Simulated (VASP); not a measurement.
# A VASP study of MoH3 (PBEsol + D4): structure first, properties next

What structure does MoH3 take at this level, and what are its properties? The steps: rough relaxation of the start cell, relaxing cell and atoms (PBEsol + D4), single point with fields (PBEsol + D4), bands along the symmetry lines (PBEsol + D4), density of states (PBEsol + D4), volume scan with PBEsol + D4, fit for PBEsol + D4 and zone-centre phonons (PBEsol + D4). The cell is generated by rule, not measured, and may not be a known phase. The atoms of the start are displaced at random from the sites of a P-3m1 cell.

Program: VASP 6.6.1. Level of theory: PBEsol with D4; plane waves and PAW (H, Mo_sv); invented cell. Results are calculated unless marked as measured.

## (1) Starting point

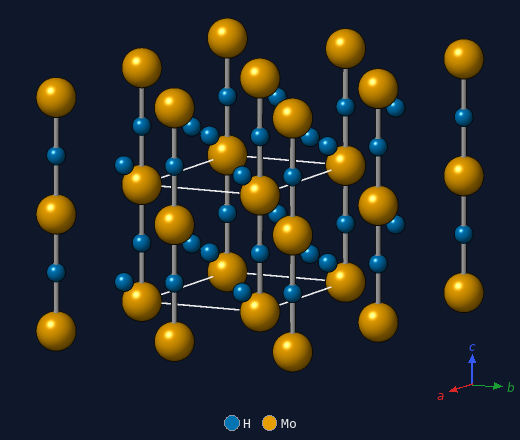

The starting structure, seen from a free direction (hydrogen blue, molybdenum orange). 2×2×2 cells are drawn. Some periodic images of atoms are drawn too.

Structure file:

```xyz
4
Lattice="3.6890 0.0000 0.0000 -1.8445 3.1947 0.0000 0.0000 0.0000 3.7536" Properties=species:S:1:pos:R:3 pbc="T T T"
H     0.0113    2.1333    2.3967
H     1.8349    1.0565    1.3605
H    -0.0074   -0.0075    1.8765
Mo    0.0071    0.0107    0.0008
```

## (2) Rough relaxation of the start cell

The start is only an estimate, so a cheap relaxation brings it near a minimum before any careful run. PBEsol restores the gradient expansion of exchange and is tuned for the cells of solids. A dispersion term adds the long-range attraction that semilocal functionals lack. D4 lets the coefficients depend on atomic charges too.

INCAR

```
SYSTEM = MoH3
PREC = Normal
ENCUT = 400
EDIFF = 1E-05
NELM = 60
ISMEAR = -1
SIGMA = 0.05
LREAL = .FALSE.
ALGO = Fast
GGA = PS
IVDW = 13
NBANDS = 14
LORBIT = 11
LWAVE = .FALSE.
LCHARG = .FALSE.
KPAR = 2
IBRION = 2
NSW = 40
ISIF = 3
EDIFFG = -0.04
```

POSCAR

```
MoH3
1.0
    3.6889748800      0.0000000000      0.0000000000
   -1.8444874400      3.1947459600      0.0000000000
    0.0000000000      0.0000000000      3.7535645100
H Mo
3 1
Direct
    0.3369360000      0.6677620000      0.6385040000
    0.6627380000      0.3306840000      0.3624470000
   -0.0031740000     -0.0023600000      0.4999290000
    0.0035920000      0.0033590000      0.0002200000
```

KPOINTS

```
Automatic mesh
0
Gamma
5 5 4
0 0 0
```

The projector-augmented-wave data sets are H and Mo_sv (PBE family, release 64).

Run with:

```console
$ mpirun -np 2 vasp_std
```

Log:

```text
[banner, memory and clock lines left out]
running    2 mpi-ranks, on    1 nodes
 distrk:  each k-point on    1 cores,    2 groups
 distr:  one band on    1 cores,    1 groups

 POSCAR found type information on POSCAR H Mo
 POSCAR found :  2 types and       4 ions
|                                                                             |
|               ----> ADVICE to this user running VASP <----                  |
|                                                                             |
|     You enforced a specific xc type in the INCAR file but a different       |
|     [... a line on the potential file left out ...]
|     I HOPE YOU KNOW WHAT YOU ARE DOING!                                     |
|                                                                             |

 LDA part: xc-table for (Slater+PW92), standard interpolation
 POSCAR, INCAR and KPOINTS ok, starting setup
 FFT: planning ... GRIDC
 FFT: planning ... GRID_SOFT
 FFT: planning ... GRID
 WAVECAR not read
 entering main loop
       N       E                     dE             d eps       ncg     rms          rms(c)
DAV:   1     0.660957641010E+02    0.66096E+02   -0.75493E+03  1588   0.897E+02
DAV:   2    -0.170931742471E+02   -0.83189E+02   -0.80032E+02  1812   0.248E+02
DAV:   3    -0.186333299608E+02   -0.15402E+01   -0.15143E+01  1602   0.319E+01
DAV:   4    -0.186411370732E+02   -0.78071E-02   -0.77950E-02  1680   0.247E+00
DAV:   5    -0.186411989289E+02   -0.61856E-04   -0.61830E-04  1644   0.202E-01    0.101E+01
RMM:   6    -0.166404376857E+02    0.20008E+01   -0.68843E+00  1428   0.171E+01    0.279E+00
RMM:   7    -0.164851165329E+02    0.15532E+00   -0.40448E-01  1428   0.470E+00    0.113E+00
RMM:   8    -0.164777261098E+02    0.73904E-02   -0.70097E-02  1436   0.166E+00    0.402E-01
RMM:   9    -0.164781267360E+02   -0.40063E-03   -0.12175E-02  1448   0.697E-01    0.185E-01
RMM:  10    -0.164778540965E+02    0.27264E-03   -0.16067E-03  1428   0.356E-01    0.493E-02
RMM:  11    -0.164778840019E+02   -0.29905E-04   -0.32676E-04  1442   0.139E-01    0.297E-02
RMM:  12    -0.164778691025E+02    0.14899E-04   -0.96870E-05  1428   0.840E-02    0.150E-02
RMM:  13    -0.164778635103E+02    0.55921E-05   -0.18453E-05   983   0.392E-02
   1 F= -.17123610E+02 E0= -.17103861E+02  d E =-.171236E+02
 curvature:   0.00 expect dE= 0.000E+00 dE for cont linesearch  0.000E+00
 trial: gam= 0.00000 g(F)=  0.294E+00 g(S)=  0.307E+01 ort = 0.000E+00 (trialstep = 0.100E+01)
 search vector abs. value=  0.337E+01
 bond charge predicted
       N       E                     dE             d eps       ncg     rms          rms(c)
DAV:   1    -0.484482295713E+02   -0.31970E+02   -0.57045E+02  1428   0.254E+02    0.521E+01
RMM:   2    -0.205516535141E+02    0.27897E+02   -0.56850E+01  1428   0.678E+01    0.101E+01
RMM:   3    -0.194186320852E+02    0.11330E+01   -0.12922E+01  1428   0.295E+01    0.130E+01
RMM:   4    -0.196123370902E+02   -0.19371E+00   -0.21420E+00  1428   0.129E+01    0.373E+00
RMM:   5    -0.192977531909E+02    0.31458E+00   -0.54203E-01  1428   0.799E+00    0.156E+00
RMM:   6    -0.192460697867E+02    0.51683E-01   -0.39673E-01  1428   0.560E+00    0.117E+00
RMM:   7    -0.192463340604E+02   -0.26427E-03   -0.25029E-02  1428   0.183E+00    0.786E-01
RMM:   8    -0.192463647034E+02   -0.30643E-04   -0.40074E-03  1431   0.725E-01    0.458E-01
RMM:   9    -0.192465139033E+02   -0.14920E-03   -0.68353E-03  1428   0.754E-01    0.306E-01
RMM:  10    -0.192459186154E+02    0.59529E-03   -0.11798E-03  1428   0.346E-01    0.134E-01
RMM:  11    -0.192459246472E+02   -0.60318E-05   -0.26736E-04  1427   0.148E-01    0.326E-02
RMM:  12    -0.192459104205E+02    0.14227E-04   -0.48320E-05  1305   0.737E-02    0.433E-03
RMM:  13    -0.192459107906E+02   -0.37010E-06   -0.37220E-06   873   0.224E-02
   2 F= -.19753689E+02 E0= -.19743824E+02  d E =-.263008E+01
[... from here on, the cycles between the ionic steps are left out ...]
   3 F= -.19972785E+02 E0= -.19966921E+02  d E =-.284918E+01
   4 F= -.20368849E+02 E0= -.20360954E+02  d E =-.324524E+01
   5 F= -.20405285E+02 E0= -.20398022E+02  d E =-.328168E+01
   6 F= -.21002856E+02 E0= -.20998616E+02  d E =-.597571E+00
   7 F= -.21097927E+02 E0= -.21093067E+02  d E =-.692642E+00
   8 F= -.21576630E+02 E0= -.21572762E+02  d E =-.478702E+00
   9 F= -.21576609E+02 E0= -.21572752E+02  d E =-.478681E+00
  10 F= -.21621355E+02 E0= -.21617235E+02  d E =-.447469E-01
  11 F= -.21627663E+02 E0= -.21623372E+02  d E =-.510546E-01
  12 F= -.21639957E+02 E0= -.21634727E+02  d E =-.122937E-01
  13 F= -.21648034E+02 E0= -.21640325E+02  d E =-.203707E-01
  14 F= -.21649759E+02 E0= -.21641214E+02  d E =-.172522E-02
  15 F= -.21650174E+02 E0= -.21641862E+02  d E =-.214013E-02
  16 F= -.21650174E+02 E0= -.21641884E+02  d E =-.213993E-02
 curvature:  -0.87 expect dE=-0.331E-03 dE for cont linesearch -0.879E-06
 ZBRENT: accuracy reached
 trial: gam= 0.10077 g(F)=  0.212E-03 g(S)=  0.168E-03 ort = 0.801E-04 (trialstep = 0.149E+01)
 search vector abs. value=  0.461E-03
 bond charge predicted
       N       E                     dE             d eps       ncg     rms          rms(c)
DAV:   1    -0.211035880850E+02   -0.18558E-02   -0.11044E-01  1428   0.419E+00    0.249E-01
RMM:   2    -0.211025422016E+02    0.10459E-02   -0.35365E-03  1428   0.645E-01    0.888E-02
RMM:   3    -0.211023989246E+02    0.14328E-03   -0.55757E-04  1428   0.241E-01    0.342E-02
RMM:   4    -0.211024023150E+02   -0.33904E-05   -0.44257E-05  1271   0.795E-02
  17 F= -.21650485E+02 E0= -.21642025E+02  d E =-.311190E-03
 trial-energy change:   -0.000311  1 .order   -0.000327   -0.000579   -0.000076
 step:   1.7147(harm=  1.7147)  dis= 0.00374  next Energy=   -21.650507 (dE=-0.333E-03)
 reached required accuracy - stopping structural energy minimisation
```

Wall time 72 s (2 MPI ranks of AMD EPYC 7R43, shared host); peak memory 0.21 GiB; 2.4 min of CPU time.

Lines that name or quote the potential files are left out of all logs, and their timing lines are given in words.

OUTCAR, selected parts (step 2):

```text
ion  position               nearest neighbor table
   1  0.337  0.668  0.639-
   2  0.663  0.331  0.362-
   3  0.997  0.998  0.500-   4 1.88   4 1.88
   4  0.004  0.003  0.000-   3 1.88   3 1.88

  LATTYP: Found a hexagonal cell.
 ALAT       =     3.6889748800
 C/A-ratio  =     1.0175088289

 Subroutine GETGRP returns: Found  1 space group operations
 (whereof  1 operations were pure point group operations)

The static configuration has the point symmetry C_1 .

 Found     51 irreducible k-points:

   k-points           NKPTS =     51   k-points in BZ     NKDIM =     51   number of bands    NBANDS=     14

   dimension x,y,z NGX =    18 NGY =   18 NGZ =   18
   dimension x,y,z NGXF=    36 NGYF=   36 NGZF=   36

   ENCUT  =  400.0 eV  29.40 Ry    5.42 a.u.   6.02  6.02  6.12*2*pi/ulx,y,z

   NELECT =      17.0000    total number of electrons

 k-points in reciprocal lattice and weights: Automatic mesh
   0.00000000  0.00000000  0.00000000       0.010
   0.20000000  0.00000000  0.00000000       0.020
   0.00000000  0.20000000  0.00000000       0.020
  -0.20000000  0.20000000  0.00000000       0.020
   0.40000000 -0.00000000  0.00000000       0.020
   0.00000000  0.40000000  0.00000000       0.020
  -0.40000000  0.40000000  0.00000000       0.020
   0.20000000  0.20000000  0.00000000       0.020
  -0.20000000  0.40000000  0.00000000       0.020
[...]
-0.20000000 -0.40000000  0.50000000       0.020
   0.40000000  0.40000000  0.50000000       0.020

 average (electrostatic) potential at core
       1 -29.2958       2 -29.2964       3 -28.4479       4 -74.1659

 E-fermi :   7.3083

 k-point     1 :       0.0000    0.0000    0.0000
  band No.  band energies     occupation
    ...
      5      -3.0678      2.00000
      6       1.8732      2.00000
      7       5.5461      2.00000
      8       6.2172      2.00000
      9       6.2341      2.00000
     10       9.1023      0.00000
     11       9.1084      0.00000
     12      16.7775      0.00000
     13      17.7058      0.00000
     14      19.1453      0.00000

 k-point     2 :       0.2000    0.0000    0.0000
  band No.  band energies     occupation
    ...
      4     -27.3840      2.00000
      5      -2.0227      2.00000
      6       2.4758      2.00000
      7       3.1772      2.00000
      8       6.1707      2.00000
      9       7.4061      0.24750
     10       8.7949      0.00000
     11      11.1292      0.00000
     12      15.3299      0.00000
     13      17.6701      0.00000
    ...

 k-point     3 :       0.0000    0.2000    0.0000
  band No.  band energies     occupation
    ...
      4     -27.3866      2.00000
      5      -2.0217      2.00000
      6       2.4764      2.00000
      7       3.1790      2.00000
      8       6.1777      2.00000
      9       7.3972      0.28872
     10       8.7884      0.00000
     11      11.1337      0.00000
     12      15.3366      0.00000
     13      17.6732      0.00000
    ...

  DFT-D4 for vdW energy calculation

  Edisp (eV):   -0.54808

  Total       0.01680     0.01707    -0.00691    -0.00194    -0.00023    -0.00078
  in kB       1.02068     1.03716    -0.41978    -0.11766    -0.01383    -0.04763
  external pressure =        0.55 kB  Pullay stress =        0.00 kB

  energy-cutoff  :      400.00
  volume of cell :       26.36
      direct lattice vectors                 reciprocal lattice vectors
     2.849965343  0.001235795  0.000367229     0.350793646  0.202526227 -0.000036345
    -1.423913013  2.466345439 -0.000027639    -0.000175767  0.405356730 -0.000022990
     0.000265665  0.000212799  3.749945018    -0.000034354 -0.000016846  0.266670580

 POSITION                                       TOTAL-FORCE (eV/Angst)
 -----------------------------------------------------------------------------------
      0.00349      1.64705      2.80796        -0.002848     -0.004389      0.001990
      1.42657      0.82416      0.94514        -0.003130     -0.003105     -0.000534
      1.42221      2.46205      1.87510         0.008552      0.011146     -0.002491
      0.00128      0.00086      0.00152        -0.002574     -0.003652      0.001035
 -----------------------------------------------------------------------------------
    total drift:                               -0.003884     -0.006769     -0.000097

  FREE ENERGIE OF THE ION-ELECTRON SYSTEM (eV)
  ---------------------------------------------------
  free  energy   TOTEN  =       -21.6504849833 eV

  energy  without entropy=      -21.6335647164  energy(sigma->0) =      -21.64202485

 reached required accuracy - stopping structural energy minimisation

 total charge
# of ion       s       p       d       tot
------------------------------------------
    1        0.534   0.025   0.000   0.559
    2        0.534   0.025   0.000   0.559
    3        0.528   0.014   0.000   0.542
    4        2.319   6.248   3.948  12.515
--------------------------------------------------
tot          3.916   6.311   3.948  14.175

[... 3 further parts left out ...]
```

CONTCAR:

```
MoH3
   1.00000000000000
     2.8499653425975993    0.0012357948287837    0.0003672287594042
    -1.4239130130421827    2.4663454385444714   -0.0000276385380890
     0.0002656649082557    0.0002127991064847    3.7499450175985731
  H               Mo
     3     1
Direct
     0.3346939326536179    0.6675786917825669    0.7487731803709119
     0.6673104617185596    0.3338050737110814    0.2519768549941646
     0.9974646872102457    0.9977144930530911    0.4999438458808207
     0.0006229184175721    0.0003467414532623    0.0004061187541036
```

This run has no spin polarisation. Its electron count is odd, so without a moment it is a metal by construction. The k-mesh is coarse for a metal. This relaxation is a rough one on cheap settings, only to bring the start near its minimum. The PAW data sets were made with PBE, which is usual practice but a small mismatch for other functionals. After so large a change of volume the plane waves of the start cell no longer fit, so the final stress carries a basis-set error. Dispersion corrections of this kind ignore metallic screening and tend to overbind metals.

The steps of the relaxation:

```csv
step,energy less that of the first step (eV),largest force (eV/Å),pressure (GPa),volume (Å³)
1,0.0000,1.7446,-33.29,44.24
2,-2.6301,1.6594,-22.50,31.09
3,-2.8492,0.8724,52.50,21.32
4,-3.2452,1.5049,-2.49,26.11
5,-3.2817,1.3694,9.21,24.64
6,-3.8792,0.1698,49.08,21.47
7,-3.9743,0.4849,33.90,22.23
8,-4.4530,0.6276,-4.13,26.03
9,-4.4530,0.6259,-3.90,26.01
10,-4.4977,0.3502,-0.28,25.83
11,-4.5041,0.2106,1.80,25.74
12,-4.5163,0.1527,0.42,26.02
13,-4.5244,0.0816,-1.72,26.53
14,-4.5261,0.0495,1.14,26.24
15,-4.5266,0.0487,0.36,26.33
16,-4.5266,0.0482,0.25,26.33
17,-4.5269,0.0143,0.05,26.36
```

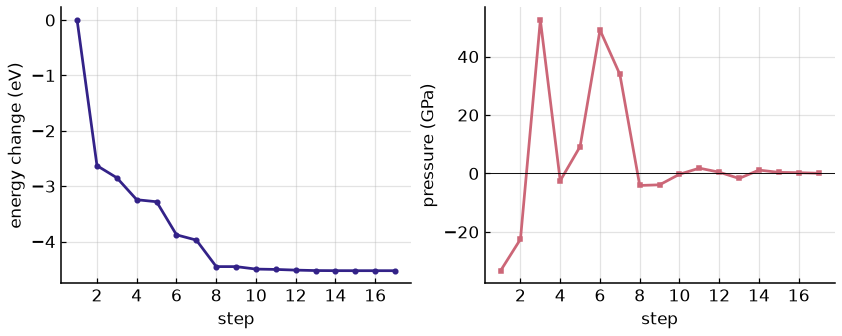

Energy and pressure along the relaxation.

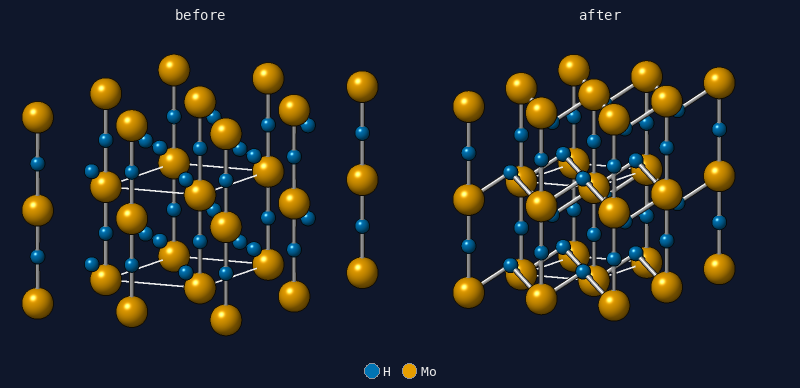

The structure before and after the relaxation, drawn at the same scale.

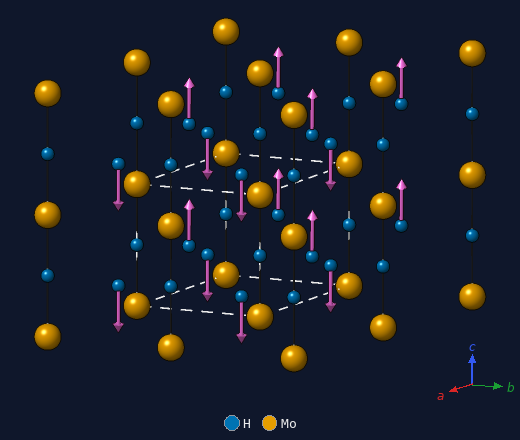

Displacements in the relaxation, exaggerated, measured against the changing cell; the longest in the cell stands for 0.41 Å. 2×2×2 cells are drawn. Some periodic images of atoms are drawn too.

```csv
cell as run,before,after,change
a (Å),3.689,2.850,-22.7 %
b (Å),3.689,2.848,-22.8 %
c (Å),3.754,3.750,-0.1 %
β (°),90.00,89.99,-0.0 %
γ (°),120.00,119.97,-0.0 %
volume (Å³/atom),11.06,6.59,-40.4 %
```

The atoms that moved most (Å, as changes of fractional coordinates times the final cell):

```csv
atom,dx,dy,dz,length
H2,0.009,0.008,-0.414,0.414
H1,-0.006,0.000,0.414,0.414
Mo4,-0.004,-0.007,0.001,0.009
```

Final coordinates:

```xyz
4
Lattice="2.8500 0.0012 0.0004 -1.4239 2.4663 0.0000 0.0003 0.0002 3.7499" Properties=species:S:1:pos:R:3 pbc="T T T"
H     0.0035    1.6471    2.8080
H     1.4266    0.8242    0.9451
H    -0.0038   -0.0055    1.8748
Mo    0.0013    0.0009    0.0015
```

Numbers from this step:

| Property | Result |
| --- | --- |
| electrons | 17 |
| bands | 14 |
| irreducible k-points | 51 |
| symmetry operations | 1 |
| free energy (TOTEN) | -21.65 eV |
| energy at zero smearing | -21.64 eV |
| Fermi energy | 7.308 eV |
| pressure | 0.05460 GPa |
| metallic | yes |
| SCF cycles over all ionic steps | 121 |

It ends with a largest force of 0.014 eV/Å and a pressure of 0.05 GPa.

[end of part 1 of 5]

[Lines on the potential files, build, host, timing and source positions are cut from VASP's logs without a mark.]

[Logs are printed without paths, hosts, clocks, repeated set-up lines and the standing remarks that a program may print on its own settings, such as how far it seeks lower states.]

[Hosts, paths, dates, database ids (printed as entryN), source tags and the programs' standing remarks are cut or masked in the printed files.]

[A measured line is paired with the nearest computed mode of its activity, which favours agreement.]
